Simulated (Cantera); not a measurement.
Input: 1 mol Al, 1.1 mol HCl, a varied amount of N₂, 0.79 mol NH₃, held at 1300 °C and 7.50 Torr.

Equilibrium computed with Cantera from the NASA thermochemical tables; the gas is ideal and each condensed phase is pure. Candidate condensed phases: Al, AlCl₃, AlN, NH₄Cl; 20 gas species. The tables' values for AlCl₂ are old estimates; treat these amounts as uncertain. The numbers say what is thermodynamically allowed, not how fast it happens.

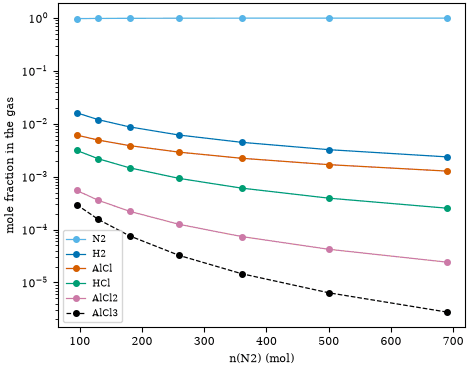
Equilibrium gas composition (values under 1e-9 drawn at 1e-9)

Read off the mole fractions at 360 mol N₂.

N₂ about 0.99, H₂ about 0.0045, AlCl about 0.0022, HCl about 0.00061, AlCl₂ about 7.4e-5, AlCl₃ about 1.5e-5.
